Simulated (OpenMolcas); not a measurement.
Exact exchange and the HOMO–LUMO gap of C2H6Si

The species is C2H6Si (9 atoms), meant as a singlet with charge 0. SMILES: `C[Si]C`. The shape is that of a PBE0-D4/def2-TZVP optimisation.

The HOMO–LUMO gap y, in eV, basis 6-311+G(d,p); a is the functional's share of exact exchange. Programs: OpenMolcas 26.06.

| functional | program | a | y (eV) |
| --- | --- | --- | --- |
| TPSS | OpenMolcas | 0 | 2.15 |
| BLYP | OpenMolcas | 0 | 2.00 |
| B3LYP | OpenMolcas | 0.2 | 3.49 |
| PBE0 | OpenMolcas | 0.25 | ? |
| BHLYP | OpenMolcas | 0.5 | 5.71 |

Problem. Fit y = c + s·a to the known rows and predict PBE0.

Solution. 
1. Means of the 4 rows: a = 0.1750, y = 3.337.
2. Σ(Δa)² = 0.1675, Σ(Δa·Δy) = 1.2167, so the slope is 1.2167/0.1675 = 7.2639.
3. Intercept: 3.337 − (7.2639) × 0.1750 = 2.066. The largest residual of the fit is 0.084.
4. PBE0: 2.066 + (7.2639) × 0.25 = 3.88 eV.

The run gave 3.84 eV, so the prediction is off by +0.04 eV, within the largest residual. Exact exchange lowers occupied levels and raises empty ones. The rows mix families of semi-local functionals, which the line can't see.

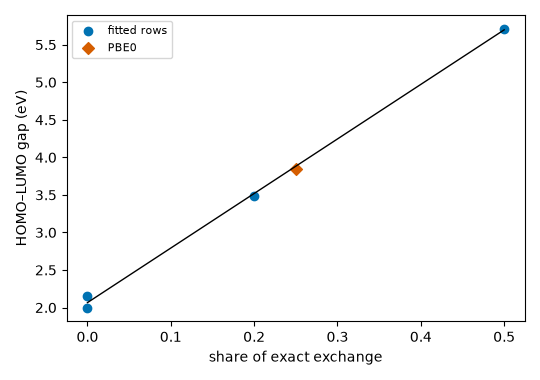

The fitted line, with the withheld row.
